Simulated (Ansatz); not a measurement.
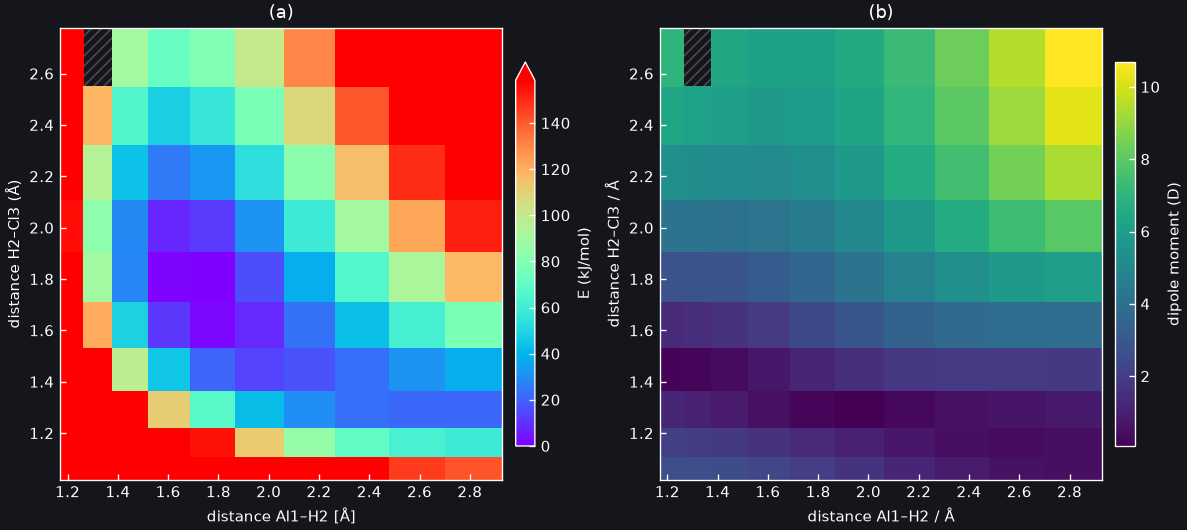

The system Al + HCl, spin multiplicity 2. 
- First axis: distance Al1–H2. Second axis: distance H2–Cl3.
- Nothing is relaxed (the angle Al1–H2–Cl3 is fixed at 100 degrees).
- The grid has 10 × 10 points. At 1 point there is no value.
- Points are written as (first, second).
- Energies are in kJ/mol, from the lowest grid point.
- Computed with UKS B3LYP-D4/aug-cc-pVTZ in Ansatz.

Panel (a) is the energy and panel (b) the computed dipole moment on the same grid.

Drawn: one coloured cell a grid point, one colour for all values above the top of the scale, hatched blanks where no value was computed.

How does the dipole moment vary over the map, and what is it at the lowest grid point?

Answer. Leaving out the highest fifth of the energies, it runs from 0.1 D at (1.961 Å, 1.290 Å) to 9.3 D at (2.816 Å, 2.218 Å). At the lowest grid point, (1.774 Å, 1.809 Å), it is 3.5 D.
